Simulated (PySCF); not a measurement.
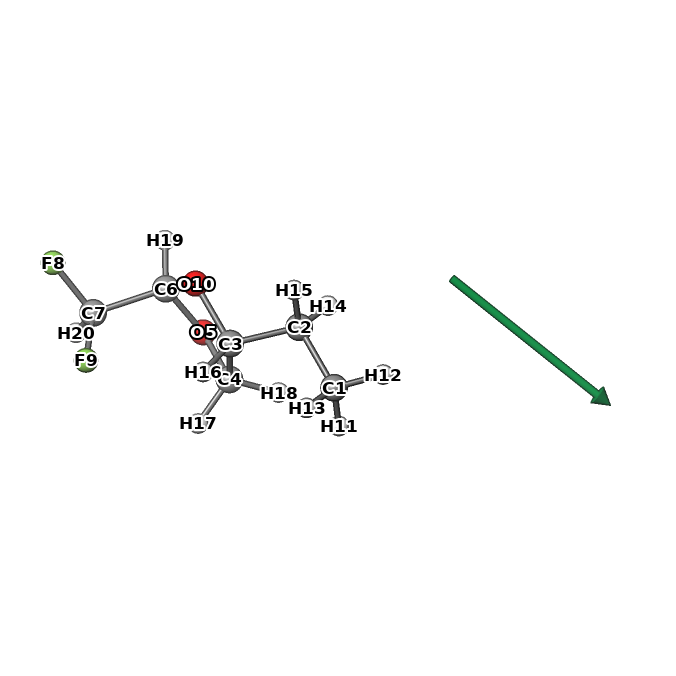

The arrow beside the molecule shows the direction of the dipole moment, from the negative to the positive end (its length means nothing). The computed structure is the end point of a GFN2-xTB optimisation. No frequency run is at hand to confirm it as a minimum. Level of theory: PBE0/pcSseg-1, gas phase (PySCF 2.14.0).

> Estimate the dipole moment.

2.40 D; it points from the side of F8 to the side of H11 (the outermost atoms at the two ends).
